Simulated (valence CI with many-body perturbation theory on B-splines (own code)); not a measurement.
**Levels and ionisation energy of Pr⁵³⁺**

Aim: the low levels of Pr⁵³⁺, its ionisation energy, and how pure its levels are, set against NIST.

Method: configuration interaction of the valence electrons, many-body perturbation theory for a frozen closed Dirac-Fock core, no-pair Dirac Hamiltonian, B-spline basis. Code: an in-house CI+MBPT code version 3.

### 1 The system

- element: praseodymium (Z = 59, A = 141)
- charge: +53
- frozen core: [He]
- start configuration of the valence electrons: 2s2 2p2
- nuclear rms radius: 4.8919 fm

### 2 The run

Settings, as recorded:

```ini
atom Pr  Z=59  mass_number=141  rms_radius_fm=4.8919
core [He]
valence 2s2 2p2
avg = 1
basis = L
breit = 1
cap = 40000
capref = 1200
cscale = 1
de = 0.0
dress = 0
eps = 2e-08
h = 0.27
hh = 1
l2 = 3
lcore = 6
maxit = 60
n2 = 5
natural = 1
nlev = 60
nno = [7, 7, 6, 5, 4, 2, 1]
nroot = 26
nsp = [4, 4, 3, 2, 1, 0, 0]
pt2 = 1
qed = 1
rpa = 1
s1 = 1
s2 = 1
s3 = 1
screen = 1
tol = 2e-05
```

Run with:

```console
python run_cv.py task.json out
```

task.json holds these settings.

What it wrote:

```text
rmax 1.6 intervals 55 orbitals 81 references ['2s2 2p2', '2s 2p3', '2p4'] scf 2
2J=1 par=1 roots 2 ref 40 generators 2 cand 2895/4152 P 1796/2731 nnz 1.5e+06 it 5
2J=1 par=1 roots 2 ref 40 generators 2 cand 1131/1461 P 2047/3125 nnz 2e+06 it 4
   second order: generators 3 cand 1702/2151 e2 -0.00001 -0.00000
reference levels 672, estimated 471, window 56245873 1/cm; series limit 74901793, core excitation 291618309
2J=0 par=0 roots 12 ref 38 generators 16 cand 19526/32669 P 5368/8000 nnz 3.6e+06 it 6
2J=0 par=0 roots 12 ref 38 generators 17 cand 15916/27227 P 13503/22274 nnz 2.3e+07 it 6
   second order: generators 23 cand 15271/25989 e2 -0.00003 -0.00000
2J=2 par=0 roots 20 ref 83 generators 18 cand 25091/92255 P 2639/8000 nnz 5.1e+06 it 6
2J=2 par=0 roots 20 ref 83 generators 20 cand 23729/87976 P 11400/39998 nnz 7.7e+07 it 8
   second order: generators 20 cand 14968/55978 e2 -0.00058 -0.00013
2J=4 par=0 roots 22 ref 93 generators 20 cand 27990/131810 P 2442/7997 nnz 5.6e+06 it 7
2J=4 par=0 roots 22 ref 93 generators 21 cand 26730/127542 P 9685/39997 nnz 8.2e+07 it 9
   second order: generators 24 cand 26324/132695 e2 -0.00128 -0.00041
2J=4 par=1 roots 19 ref 100 generators 19 cand 27978/131624 P 2329/8000 nnz 5.8e+06 it 5
2J=4 par=1 roots 19 ref 100 generators 22 cand 26777/127363 P 9488/39994 nnz 8.3e+07 it 7
   second order: generators 24 cand 27176/136804 e2 -0.00121 -0.00026
2J=2 par=1 roots 20 ref 94 generators 20 cand 25197/92389 P 2802/7997 nnz 5.2e+06 it 6
2J=2 par=1 roots 20 ref 94 generators 23 cand 23719/88124 P 11839/39997 nnz 7.7e+07 it 8
   second order: generators 29 cand 29915/120035 e2 -0.00055 -0.00008
2J=6 par=1 roots 9 ref 70 generators 12 cand 24584/130338 P 2478/8000 nnz 5.6e+06 it 5
2J=6 par=1 roots 9 ref 70 generators 15 cand 25861/136504 P 9108/40000 nnz 9e+07 it 5
   second order: generators 17 cand 23517/139424 e2 -0.00054 -0.00022
2J=0 par=1 roots 8 ref 37 generators 12 cand 15942/25396 P 5201/7999 nnz 3.7e+06 it 5
2J=0 par=1 roots 8 ref 37 generators 13 cand 14898/25213 P 11218/18216 nnz 1.7e+07 it 5
   second order: generators 16 cand 16823/29490 e2 -0.00003 -0.00000
2J=6 par=0 roots 11 ref 63 generators 10 cand 24480/130221 P 2243/7997 nnz 5.9e+06 it 8
2J=6 par=0 roots 11 ref 63 generators 12 cand 25977/136377 P 8251/40000 nnz 9.7e+07 it 8
   second order: generators 14 cand 25372/139883 e2 -0.00068 -0.00027
2J=8 par=1 roots 3 ref 36 generators 6 cand 15657/84340 P 2277/7993 nnz 6.2e+06 it 5
2J=8 par=1 roots 3 ref 36 generators 6 cand 14210/78883 P 6963/32486 nnz 8.3e+07 it 6
   second order: generators 8 cand 13867/93853 e2 -0.00008 -0.00004
2J=8 par=0 roots 5 ref 31 generators 4 cand 13978/82799 P 2250/7991 nnz 6.2e+06 it 5
2J=8 par=0 roots 5 ref 31 generators 5 cand 15369/95923 P 7571/39998 nnz 1.3e+08 it 5
   second order: generators 8 cand 20785/136620 e2 -0.00009 -0.00004
2J=10 par=0 roots 2 ref 11 generators 2 cand 8702/47816 P 2157/7993 nnz 7.8e+06 it 5
2J=10 par=0 roots 2 ref 11 generators 2 cand 7398/42333 P 4529/21777 nnz 5.6e+07 it 5
   second order: generators 3 cand 9101/59246 e2 -0.00005 -0.00003
left out: unestimated 71868967, estimated 59438368, shifts from estimates -84 to 162
```

Run time: 4.9 min. Hardware: 1 thread of Intel Xeon Platinum 8259CL at 2.50GHz (Skylake/Cascade Lake), shared host; peak memory 1.1 GiB.

In the log, the blocks before «reference levels» are the next ion; each later block is one J and parity (par 1 is odd): roots sought, reference size, generators, candidates and the variational space P (configurations/state functions), Hamiltonian entries, Davidson iterations; e2 is the second-order remainder in hartree. Σ1, Σ2 and Σ3 are the one-, two- and three-electron terms by which the core's correlation enters. In the settings nsp and nno count spectroscopic and correlating orbitals by l, and s1, s2, s3 switch or scale the Σ terms.

### 3 Energy levels

Levels from the run's result record, above the lowest; ° marks odd parity; each level is named by its leading configuration and LS term. The first 40 of 123 are listed.

| # | level | configuration weight | term weight | energy (eV) | g | lifetime (s) |
| --- | --- | --- | --- | --- | --- | --- |
| 0 | 2s2 2p2 ³P0 | 1.00 | 0.70 | 0.00 | - | - |
| 1 | 2s2 2p2 ³P1 | 1.00 | 1.00 | 498.60 | 1.480 | 1.25e-09 |
| 2 | 2s2 2p2 ¹D2 | 1.00 | 0.64 | 515.26 | 1.157 | 6.28e-07 |
| 3 | 2s 2p3 ³P°2 | 1.00 | 0.46 | 710.64 | 1.543 | 5.53e-11 |
| 4 | 2s 2p3 ³D°1 | 1.00 | 0.34 | 777.67 | 1.096 | 5.99e-13 |
| 5 | 2s2 2p2 ³P2 | 0.99 | 0.64 | 1028.5 | 1.297 | 3.18e-10 |
| 6 | 2s2 2p2 ¹S0 | 0.99 | 0.70 | 1074.2 | - | 2.55e-10 |
| 7 | 2s 2p3 ⁵S°2 | 1.00 | 0.49 | 1189.4 | 1.549 | 2.74e-12 |
| 8 | 2s 2p3 ³D°3 | 1.00 | 1.00 | 1227.4 | 1.309 | 2.89e-12 |
| 9 | 2s 2p3 ³P°0 | 1.00 | 1.00 | 1270.1 | - | 7.43e-13 |
| 10 | 2s 2p3 ³S°1 | 1.00 | 0.48 | 1286.9 | 1.298 | 3.87e-13 |
| 11 | 2s 2p3 ¹D°2 | 1.00 | 0.73 | 1297.1 | 1.064 | 3.94e-13 |
| 12 | 2s 2p3 ³P°1 | 1.00 | 0.58 | 1300.4 | 1.332 | 5.67e-13 |
| 13 | 2p4 ³P2 | 0.99 | 0.69 | 1523.4 | 1.325 | 4.16e-13 |
| 14 | 2p4 ¹S0 | 0.99 | 0.63 | 1572.6 | - | 3.50e-13 |
| 15 | 2s 2p3 ³P°2 | 1.00 | 0.52 | 1767.4 | 1.420 | 7.83e-13 |
| 16 | 2s 2p3 ¹P°1 | 1.00 | 0.39 | 1831.5 | 1.186 | 2.98e-13 |
| 17 | 2p4 ³P1 | 1.00 | 1.00 | 2032.8 | 1.481 | 2.60e-13 |
| 18 | 2p4 ¹D2 | 1.00 | 0.69 | 2049.9 | 1.129 | 2.77e-13 |
| 19 | 2p4 ³P0 | 1.00 | 0.63 | 2584.2 | - | 1.97e-13 |
| 20 | 2s2 2p 3s ³P°0 | 0.99 | 1.00 | 6162.0 | - | 1.31e-14 |
| 21 | 2s2 2p 3s ³P°1 | 0.99 | 0.68 | 6165.0 | 1.317 | 1.04e-14 |
| 22 | 2s2 2p 3p ³D1 | 0.99 | 0.73 | 6225.8 | 0.648 | 9.54e-13 |
| 23 | 2s2 2p 3p ³P0 | 0.99 | 0.69 | 6259.6 | - | 3.63e-13 |
| 24 | 2s 2p2 3s ⁵P1 | 0.87 | 0.39 | 6348.3 | 1.973 | 1.49e-14 |
| 25 | 2s 2p2 3s ³P0 | 0.99 | 0.70 | 6381.3 | - | 1.45e-14 |
| 26 | 2s2 2p 3p ³D2 | 0.99 | 0.54 | 6391.0 | 1.155 | 6.37e-13 |
| 27 | 2s2 2p 3p ³P1 | 0.87 | 0.43 | 6396.1 | 1.580 | 1.06e-13 |
| 28 | 2s 2p2 3p ³P°1 | 0.95 | 0.32 | 6421.1 | 1.365 | 3.17e-15 |
| 29 | 2s 2p2 3p ³P°0 | 1.00 | 0.48 | 6422.6 | - | 3.02e-13 |
| 30 | 2s2 2p 3d ³F°2 | 1.00 | 0.75 | 6441.7 | 0.751 | 9.66e-15 |
| 31 | 2s2 2p 3d ³D°1 | 0.95 | 0.49 | 6465.2 | 0.857 | 1.47e-15 |
| 32 | 2s2 2p 3d ³P°2 | 0.98 | 0.47 | 6494.4 | 1.282 | 1.66e-15 |
| 33 | 2s2 2p 3d ³F°3 | 1.00 | 0.47 | 6497.7 | 1.101 | 1.77e-15 |
| 34 | 2s 2p2 3p ³P°2 | 0.99 | 0.33 | 6583.4 | 1.525 | 9.40e-14 |
| 35 | 2s 2p2 3p ³D°1 | 1.00 | 0.34 | 6588.0 | 1.117 | 4.45e-15 |
| 36 | 2s 2p2 3d ³D1 | 1.00 | 0.43 | 6633.5 | 0.449 | 1.19e-14 |
| 37 | 2s 2p2 3d ³D2 | 1.00 | 0.30 | 6638.5 | 1.146 | 8.37e-15 |
| 38 | 2s 2p2 3d ³D3 | 1.00 | 0.35 | 6684.1 | 1.349 | 1.78e-15 |
| 39 | 2s2 2p 3s ³P°2 | 0.98 | 0.99 | 6689.7 | 1.481 | 1.67e-14 |

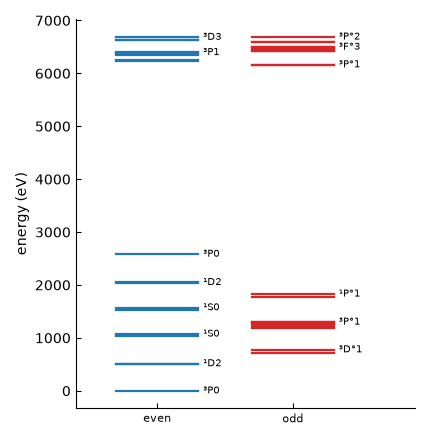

Level scheme by parity; where levels crowd, only one is labelled.

### 4 The Hamiltonian term by term

The same run repeats the diagonalisation with simpler Hamiltonians; each column adds a term to the one before, and the last is the full result. Excitation energies in eV:

```tsv
level	valence CI alone	+ Σ1	+ Σ2	+ Σ3	+ Breit	full, with QED
2s2 2p2 ³P1	506.15	506.28	506.22	506.23	497.69	498.60
2s2 2p2 ¹D2	526.86	526.98	526.95	526.93	514.35	515.26
2s 2p3 ³P°2	721.31	721.16	720.96	720.93	717.88	710.64
2s 2p3 ³D°1	787.09	786.94	786.61	786.50	784.95	777.67
2s2 2p2 ³P2	1045.5	1045.7	1045.7	1045.6	1026.8	1028.5
2s2 2p2 ¹S0	1086.9	1087.1	1087.2	1087.1	1072.6	1074.2
2s 2p3 ⁵S°2	1206.2	1206.1	1206.0	1205.9	1195.7	1189.4
2s 2p3 ³D°3	1250.3	1250.3	1250.1	1250.0	1233.7	1227.4
ionisation energy (eV)	10977.4	10977.8	10977.8	10977.7	10959.6	10959.8
```

### 5 Lines

Listed are the E1 lines of largest gf, the fastest ones to the lowest level and a few forbidden lines. Rates are at computed energies, electric ones in the length gauge, E1 and E2 with static core polarisation; wavelengths are in vacuum.

```tsv
upper	lower	type	λ (nm)	A (1/s)	branching
35: 2s 2p2 3p ³D°1	0: 2s2 2p2 ³P0	E1	0.1882	2.24e+14	0.99
63: 2s2 2p 3d ³F°3	2: 2s2 2p2 ¹D2	E1	0.1917	4.75e+14	1.00
31: 2s2 2p 3d ³D°1	0: 2s2 2p2 ³P0	E1	0.1918	5.73e+14	0.84
92: 2s 2p2 3d ³D2	3: 2s 2p3 ³P°2	E1	0.1925	7.11e+14	0.87
90: 2s 2p2 3d ³F3	3: 2s 2p3 ³P°2	E1	0.1926	4.79e+14	0.89
28: 2s 2p2 3p ³P°1	0: 2s2 2p2 ³P0	E1	0.1931	3.13e+14	0.99
21: 2s2 2p 3s ³P°1	0: 2s2 2p2 ³P0	E1	0.2011	2.20e+13	0.23
70: 2s2 2p 3d ³D°3	5: 2s2 2p2 ³P2	E1	0.2065	9.52e+14	0.97
32: 2s2 2p 3d ³P°2	1: 2s2 2p2 ³P1	E1	0.2068	5.39e+14	0.89
69: 2s2 2p 3d ³P°2	5: 2s2 2p2 ³P2	E1	0.2070	4.65e+14	0.98
33: 2s2 2p 3d ³F°3	2: 2s2 2p2 ¹D2	E1	0.2072	5.65e+14	1.00
98: 2s 2p2 3d ³F3	7: 2s 2p3 ⁵S°2	E1	0.2073	7.36e+14	0.86
106: 2s 2p2 3d ³F4	8: 2s 2p3 ³D°3	E1	0.2075	7.51e+14	1.00
38: 2s 2p2 3d ³D3	3: 2s 2p3 ³P°2	E1	0.2076	5.61e+14	1.00
41: 2s 2p2 3d ³F2	4: 2s 2p3 ³D°1	E1	0.2094	5.02e+14	0.94
2: 2s2 2p2 ¹D2	0: 2s2 2p2 ³P0	E2	2.406	1.58e+06	0.99
5: 2s2 2p2 ³P2	2: 2s2 2p2 ¹D2	M1	2.416	6.46e+08	0.21
67: 2s2 2p 3d ³F°4	33: 2s2 2p 3d ³F°3	M1	2.427	6.44e+08	0.01
1: 2s2 2p2 ³P1	0: 2s2 2p2 ³P0	M1	2.487	7.98e+08	1.00
```

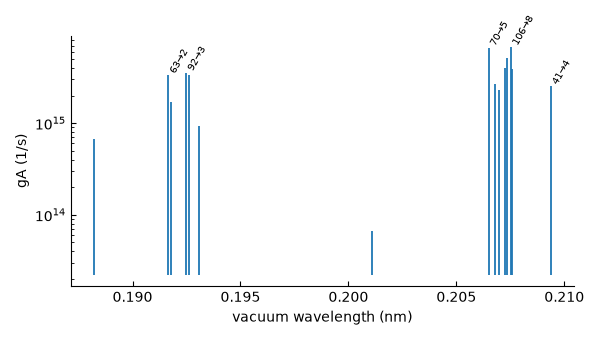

The listed E1 lines; labels, where there is room, give the numbers of the upper and lower level.

### 6 Summary of results

```
                                  quantity                computed                             tabulated
                              lowest level             2s2 2p2 ³P0                               2p2 ³P0
                          first excitation  2s2 2p2 ³P1, 498.60 eV                                     -
  ionisation energy, to 2s2 2p ²P° J = 1/2                10960 eV  10959 ± 5 eV (tabulated theoretical)
 dipole polarisability of the lowest level         0.0002739 bohr³                                     -
no level missing from the run's list below               7369.4 eV                                     -
```

What this shows: The ionisation energy is 0.8 eV (0.01 %) above the NIST entry, whose uncertainty is 5 eV. Of the added terms Breit moves the ionisation energy most, by -18.1 eV. The lowest level is 100 % 2s2 2p2, but only 70 % ³P beside 30 % ¹S, so its LS name says little. Cautions: intervals between levels of different J carry noise of about a tenth of the second-order remainder, tens of cm⁻¹ or more; by estimate large intervals hold to a few tenths of a per cent, small ones and the rates on them less well.
